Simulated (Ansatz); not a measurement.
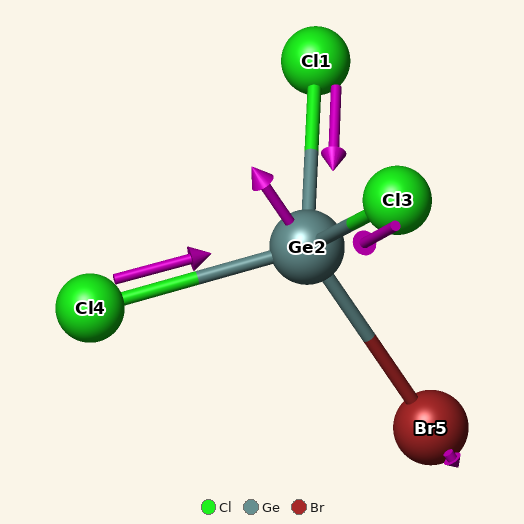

The arrows show one normal mode. Harmonic vibrations computed with RKS PBE0-D4/def2-TZVP (Ansatz 0.2.0) at a stationary point of the same level.

Describe the motion.

Mostly in-phase stretching of 3 Ge–Cl bonds.

Estimate its harmonic wavenumber.

424 cm⁻¹; it is mode 7 of 9 counted from the lowest.
